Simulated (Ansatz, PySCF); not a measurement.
Breaking a bond: SAl (cation, charge +1), lowest singlet found (which spin is the ground state isn't settled by this scan).

- UKS-BP86/6-31G* = PySCF with unrestricted BP86/6-31G*, spherical d
- UMP2 = MP2 on UHF/cc-pVDZ, frozen core (Ansatz, a quantum-chemistry and plane-wave program)
- FCI = full CI/cc-pVDZ, frozen core (Ansatz)

Energies are in kJ/mol, each relative to the lowest point of its own curve between 2.13 and 2.67 Å, where full CI is lowest.

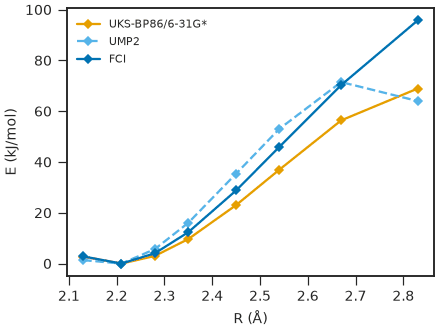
Fig. 1. Energy against bond length for each method.

```json
[
 {"R / Å": "2.13", "UKS-BP86/6-31G*": "2.7", "UMP2": "1.4", "FCI": "2.8"},
 {"R / Å": "2.21", "UKS-BP86/6-31G*": "0.0", "UMP2": "0.0", "FCI": "0.0"},
 {"R / Å": "2.28", "UKS-BP86/6-31G*": "3.0", "UMP2": "5.7", "FCI": "4.1"},
 {"R / Å": "2.35", "UKS-BP86/6-31G*": "9.7", "UMP2": "16.1", "FCI": "12.4"},
 {"R / Å": "2.45", "UKS-BP86/6-31G*": "23.0", "UMP2": "35.4", "FCI": "28.8"},
 {"R / Å": "2.54", "UKS-BP86/6-31G*": "36.9", "UMP2": "53.0", "FCI": "45.9"},
 {"R / Å": "2.67", "UKS-BP86/6-31G*": "56.4", "UMP2": "71.5", "FCI": "70.3"},
 {"R / Å": "2.83", "UKS-BP86/6-31G*": "68.9", "UMP2": "64.0", "FCI": "95.7"}
]
```

At the longest distance, 2.83 Å, FCI lies highest above its minimum (95.7 kJ/mol) and UMP2 lowest (64.0 kJ/mol).

The scan ran from 1.63 to 7.65 Å; beyond the distances shown full CI changes its symmetry label. The unrestricted determinant behind UKS-BP86/6-31G* is spin-contaminated at 2.13 to 2.83 Å (<S²> up to 1.0, against 0.00 for a pure singlet). The unrestricted determinant behind UMP2 is spin-contaminated at 2.13 to 2.83 Å (<S²> up to 1.1, against 0.00 for a pure singlet).
